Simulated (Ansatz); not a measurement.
# ClH$_{4}$OSi$_{2}$ (SMILES [SiH2]O[SiH2]Cl) (doublet): what the fields show

```xyz
8

Si   -0.2458    1.4042   -1.1286
O     0.2169    0.5042    0.1694
Si   -0.0079   -0.8594    1.0197
Cl   -0.5890   -2.3829   -0.2251
H    -0.1202    0.5930   -2.3732
H     0.6480    2.5940   -1.1775
H    -1.0833   -0.6668    2.0153
H     1.2734   -1.2435    1.6443
```

Geometry: PBE0-D4/def2-TZVP.

Level of theory: UKS PBE0-D4/def2-TZVPP in Ansatz.

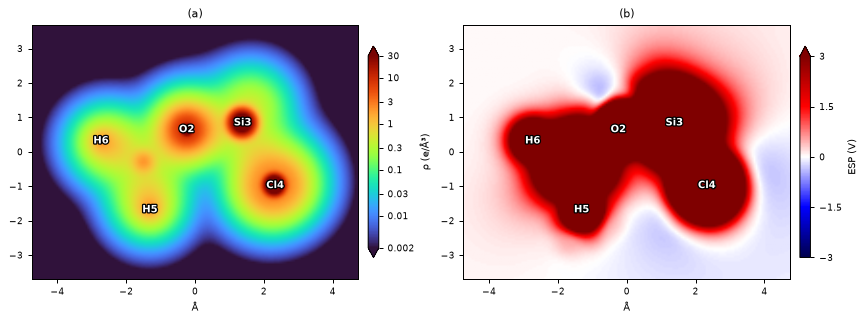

Figure 1. (a) electron density; (b) molecular electrostatic potential on the plane of atoms O2, Si3 and Cl4.

Describe what can be read from this map.

The section cuts through O, Si, Cl and H sites. Si–O (1.62 Å): ρ at the midpoint is about 1.2 e/Å³. Si–Cl (2.05 Å): ρ at the midpoint is about 0.92 e/Å³. Outside the dense part of the molecule the potential is most negative (−0.4 V) near O2.

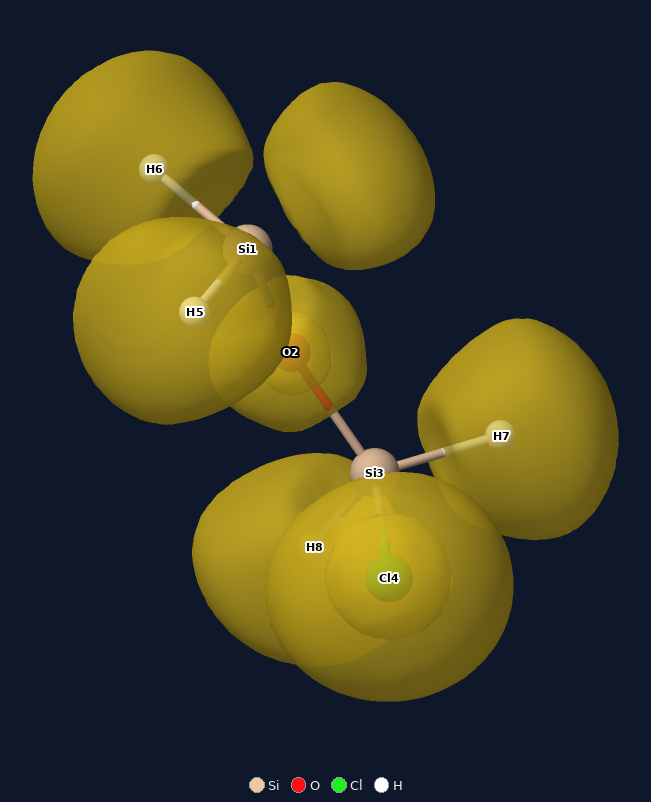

Figure 2. Isosurface of the ELF at 0.75 (yellow), seen at an oblique angle. Core shells and regions of very low density are left out.

Describe the localisation domains.

At this value the surface marks out four regions around hydrogen nuclei, one region on Cl in which the atom's valence shell and bonds are merged, one region on O in which the atom's valence shell and bonds are merged and one lobe on Si, pointing away from the bonds (non-bonding electrons).


Si–O (1.62 Å): the ELF peaks at about 0.85 between the atoms, as expected for a short, strongly polar bond. Si–Cl (2.05 Å): the ELF peaks at about 0.85 between the atoms (a shared but strongly polarised pair).

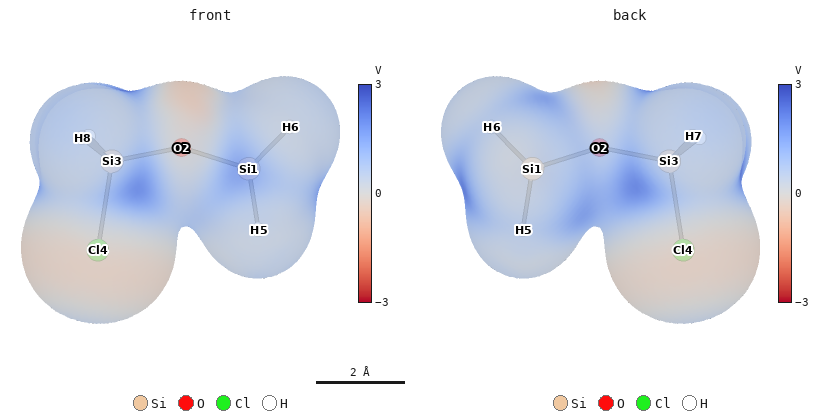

Figure 3. The electrostatic potential painted on the density surface at 0.004 e/bohr³, seen from the front and from behind; the colour scale runs from red (negative) to blue (positive).

Where is the surface potential most negative and most positive?

The most negative region (about −0.4 V) lies over O2, the most positive (about +2.4 V) over Si3. Cl4 shows a σ-hole: about +0.4 V at the tip opposite its bond, against about −0.2 V on its flanks.

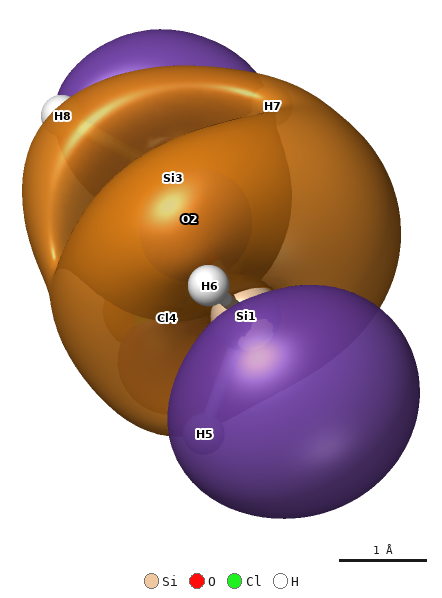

Figure 4. The LUMO (α) at ±0.08 Å⁻³ᐟ² (orange and purple are the two phases), seen at an oblique angle.

What is the character of this orbital?

By Hirshfeld shares it lies mainly on Si1 (about 45 %), Si3 (about 25 %) and O2 (about 10 %). Its energy is −0.21 eV.
